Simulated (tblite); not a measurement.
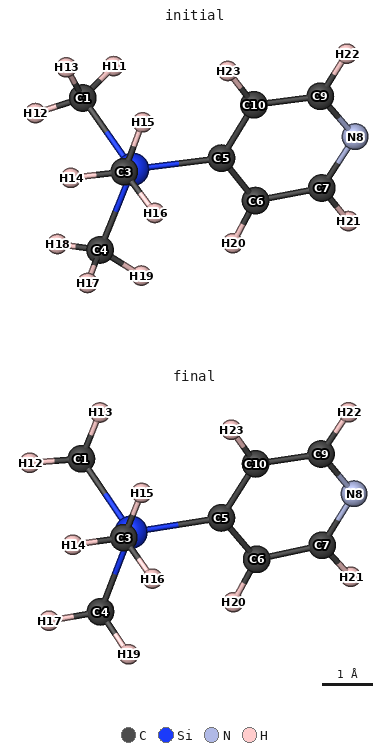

The structure of C8H13NSi before (top) and after (bottom) a relaxation, at one scale.

A ball-and-stick model, seen at a tilt.

These are results of tblite, GFN2-xTB geometry optimisation, gas phase, not measurements. 

**Describe what moved and what it gained.**

Over 175 geometry steps the energy falls by 14.7 kcal/mol. An H atom moves most after the best rigid fit: 1.16 Å. By element the largest moves are H 1.16 Å, C 0.16 Å, Si 0.12 Å, N 0.10 Å. Some distances before and after: C–H 1.146 → 1.086 Å, C–Si 1.849 → 1.908 Å, C–H 1.121 → 1.086 Å, C–N 1.349 → 1.322 Å. Among the angles between lasting bonds that change: Si–C–H 105.0° → 111.3°, H–C–H 113.5° → 107.6°, H–C–H 113.1° → 107.5°. Groups turn about C–Si by about 60°, C–Si by about 55°.
